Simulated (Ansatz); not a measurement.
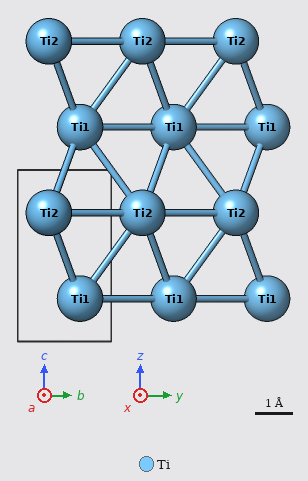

A scan of crystalline Ti (P6_3/mmc): the ratio of the cell's length along z to its lengths across, counted as 1 for the reference, is changed at fixed volume (a c/a path), with the atoms kept at their fractional coordinates. x, y and z are the Cartesian axes of the input. The picture shows the reference cell. Style: ball-and-stick. Shown: the cell of the calculation, repeated 3 × 3 × 2 with one cell outlined, along the a axis.

Level of theory: Ansatz 0.2.0, DFT PBE, scalar-relativistic, plane waves, PAW. Set-up: plane-wave cutoff 420 eV; k-point mesh 24 × 24 × 12; occupations gaussian; smearing width 0.15 eV; no spin polarisation. Energies (free energies at the smearing named) are counted from the cell as listed in its source, which wasn't relaxed.

```
Ti
1.0
     2.95000    0.00000    0.00000
    -1.47500    2.55477    0.00000
     0.00000    0.00000    4.68600
Ti
2
Direct
  0.33333 0.66667 0.25000
  0.66667 0.33333 0.75000
```

What energies does the calculation give (the relative ratio: 0.80, 0.85, 0.92, 0.96, 1.00, 1.05, 1.10, 1.20, 1.30)?

Answer.
```csv
axial ratio over its reference value,energy change (meV/atom)
0.80,154.1
0.85,87.9
0.92,24.3
0.96,5.3
1.00,0.0
1.05,10.9
1.10,37.8
1.20,120.8
1.30,219.4
```

The lowest computed point lies at the relative ratio 1.00 (0.0 meV/atom). The end points stand at 154.1 meV/atom (0.80) and 219.4 meV/atom (1.30). The unrelaxed reference is under a pressure of −1.6 GPa. The distortion keeps the space group P6_3/mmc. At the relative ratio 1.30 the cell of the drawing goes a 2.950 → 2.703 Å, b 2.950 → 2.703 Å, c 4.686 → 5.582 Å.
